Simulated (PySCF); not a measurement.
**C₆H₁₂N₂Si (SMILES C=C(C)CNC[SiH2]C#N): density, localisation and related maps**

```yaml
atoms:
  - { symbol: C, position_ang: [-2.9053, 0.2879, 1.3312] }
  - { symbol: C, position_ang: [-2.1425, 0.1104, 0.2653] }
  - { symbol: C, position_ang: [-2.4827, -0.8423, -0.8369] }
  - { symbol: C, position_ang: [-0.8454, 0.8494, 0.0827] }
  - { symbol: N, position_ang: [0.2657, -0.0937, 0.0422] }
  - { symbol: C, position_ang: [1.5586, 0.5536, -0.0843] }
  - { symbol: Si, position_ang: [2.9142, -0.7753, -0.2393] }
  - { symbol: C, position_ang: [4.5307, 0.1442, -0.4268] }
  - { symbol: N, position_ang: [5.5214, 0.7082, -0.5408] }
  - { symbol: H, position_ang: [-3.8310, -0.2467, 1.4603] }
  - { symbol: H, position_ang: [-2.6445, 0.9821, 2.1127] }
  - { symbol: H, position_ang: [-3.3446, -1.4508, -0.5777] }
  - { symbol: H, position_ang: [-1.6285, -1.4854, -1.0392] }
  - { symbol: H, position_ang: [-2.7044, -0.2884, -1.7488] }
  - { symbol: H, position_ang: [-0.8539, 1.3767, -0.8786] }
  - { symbol: H, position_ang: [-0.7207, 1.6023, 0.8804] }
  - { symbol: H, position_ang: [0.2438, -0.6591, 0.8867] }
  - { symbol: H, position_ang: [1.7655, 1.2520, 0.7465] }
  - { symbol: H, position_ang: [1.5306, 1.1625, -0.9943] }
  - { symbol: H, position_ang: [2.7314, -1.6017, -1.4309] }
  - { symbol: H, position_ang: [3.0324, -1.5690, 0.9892] }
```

Geometry: GFN2-xTB.

Method: PBE0/pcSseg-1, SCF density, gas phase, non-relativistic (PySCF).

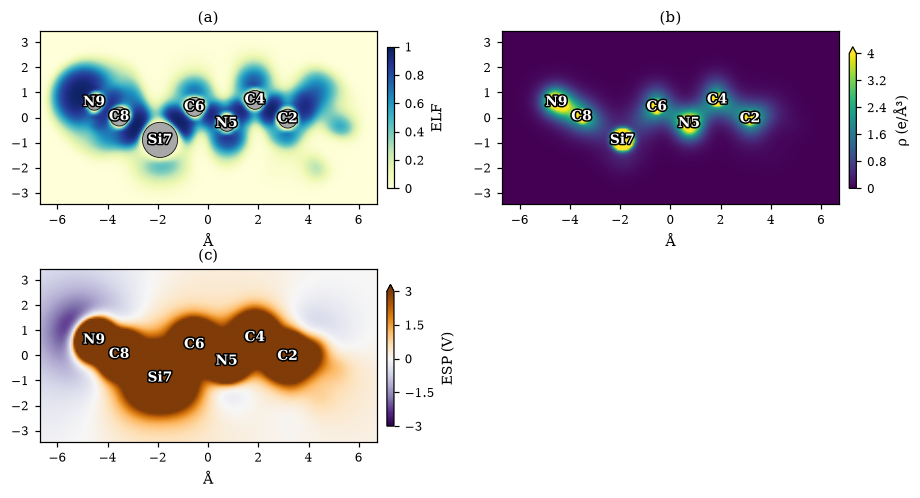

Figure 1. (a) ELF; (b) total electron density; (c) electrostatic potential on the plane of atoms C6, Si7 and C8. Grey discs cover the atomic cores in the ELF map.

Interpret the plot.

Atoms in the plane: C, N and Si. C–N (1.15 Å): ρ is about 3.6 e/Å³ halfway; the ELF peaks at about 0.85 between the atoms (a multiple bond). C–Si (1.87 Å): ρ is about 0.88 e/Å³ halfway; the ELF peaks at about 1 between the atoms, as expected for a covalent bond. C–C (1.50 Å): the density is about 1.7 e/Å³ at the midpoint; the ELF peaks at about 0.95 between the atoms, as expected for a covalent bond. The ELF also peaks beside N9, away from the bonds: lone-pair regions. Outside the dense part of the molecule the potential is most negative (−2.2 V) near N9.

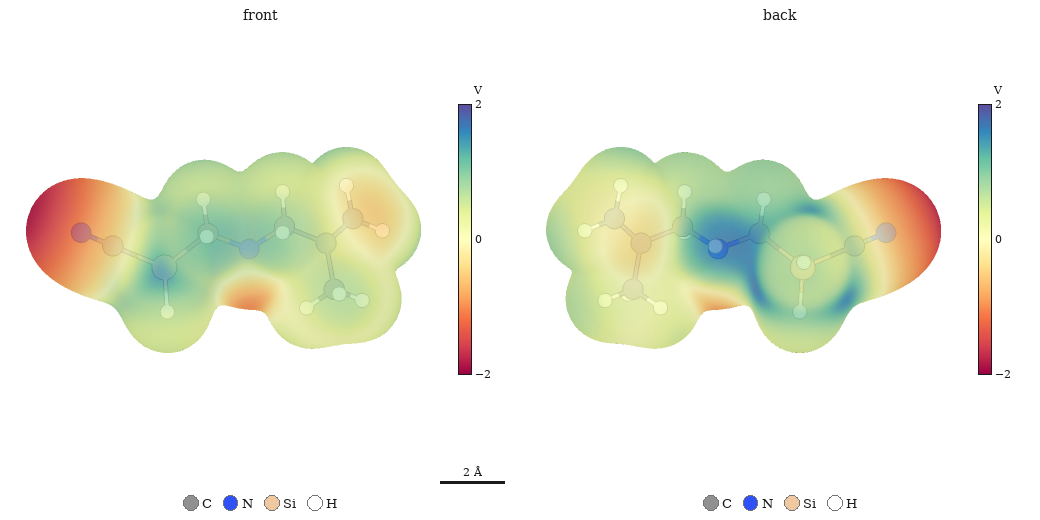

Figure 2. The molecular electrostatic potential painted on the density surface at 0.002 e/bohr³, seen from the front and from behind; the colour scale runs from red (negative) to blue (positive).

Where is the surface potential most negative and most positive?

The most negative region (about −1.8 V) lies over N9, the most positive (about +1.7 V) over Si7 and H17. N9 is the likeliest acceptor of a hydrogen bond.

How polar is the molecule by this calculation?

Its dipole moment is 3.82 D.
